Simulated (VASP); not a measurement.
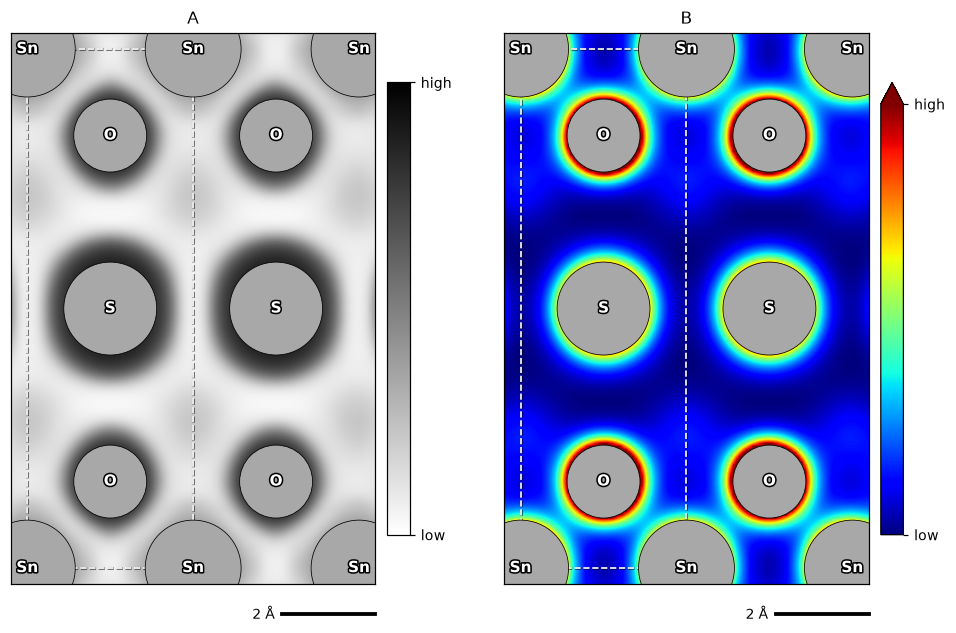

Sn$_{3}$SO$_{2}$: 2 fields on the (110) plane of the conventional cell, with unlabelled colour scales. Grey discs cover the atomic cores.

Space group P6/mmm; a structure from a database of computed crystals, not necessarily the ambient phase; a generated structure, not necessarily the stable one; computed pressure about −6 GPa in this cell.

The calculation used VASP, Kohn-Sham DFT of a periodic cell, r2SCAN, VASP PAW PBE potentials, gw.

Question: Match the panels to the quantities (electron localisation function and valence pseudo-density).

Answer: Panel A: electron localisation function. Panel B: valence pseudo-density. From the grid: Sn–O (2.57 Å): ρ at the midpoint is about 0.25 e/Å³; the ELF is about 0.15 at the midpoint; no shared electron pair shows on this line. S–S (3.56 Å): ρ at the midpoint is about 0.07 e/Å³; the ELF is about 0.05 at the midpoint (no localised pair shows between them).
